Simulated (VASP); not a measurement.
Band structure of Ca (fcc). Level of theory: PW91 GGA, VASP's PBE PAW potentials (set 64) (plane waves; VASP).

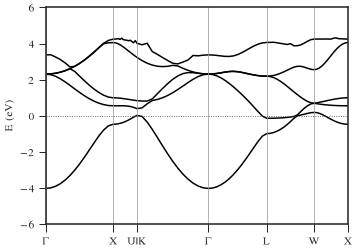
Fig. 1. Bands along high-symmetry lines, zero at the valence-band maximum or, without a gap, the Fermi level

Question: Read the plot: is there a gap, and where are the band edges?

Answer: It has no gap at this level: it comes out as a metal or semimetal. (Edges off the drawn lines would not show.)

The compound is Ca in the fcc structure. It was relaxed first.
